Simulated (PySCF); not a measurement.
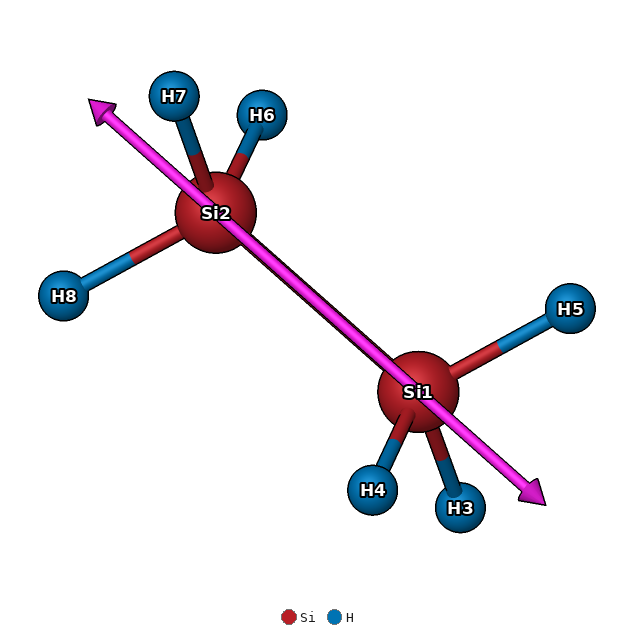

The double arrow shows the direction of the transition dipole to excited singlet state 4 (its length means nothing). The geometry was computed by an optimisation with GFN2-xTB. No frequency run is at hand to confirm it as a minimum. Method: TDDFT PBE0/def2-SVPD, vertical, gas phase, core orbitals frozen in the response (PySCF 2.14.0).

Question. How is the transition polarised?

Answer. Nearly parallel to the Si1–Si2 bond.

Question. Where does the transition lie, and how strong is it?

Answer. 8.10 eV (153 nm), oscillator strength 0.31, mainly HOMO → LUMO+2 (weight 0.86); transition dipole 3.16 D.

The geometry is semi-empirical. Around Si such bond lengths and angles can be off by a tenth of an ångström or more and by several degrees, and values that hang on the shape move with them.
